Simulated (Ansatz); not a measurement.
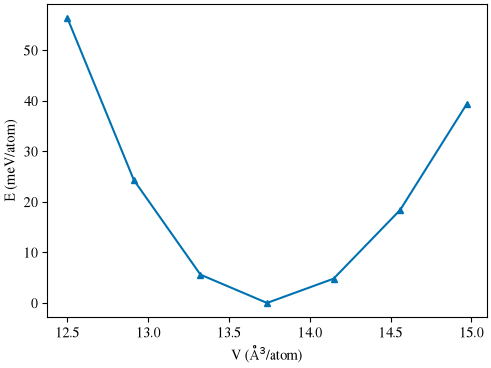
*Fe3Ge2 in space group P-6m2 (No. 187; Fe on 2g, Fe on 1e, Ge on 1f, Ge on 1c) under volume change, r²SCAN in the plane-wave PAW code Ansatz, shape and atoms relaxed at each volume.*

Task: What does a third-order Birch–Murnaghan fit give for V₀, B₀ and B′?

Result: V₀ = 13.75 Å³/atom, B₀ = 134 GPa, B′ = 4.1.

The workflow started from a Materials Project entry (that database holds measured and hypothetical structures alike); the Crystallography Open Database copy checked does not list it. Its standing as an ambient phase is unchecked. The cell was relaxed with r²SCAN under the symmetry of its start; whether a distortion lowers the energy is not shown. The final state is ferromagnetic, the only order run, not a proven ground state. Other orbital occupations within this spin state were not tried.

Potentials: the later of the program's two PAW sets.
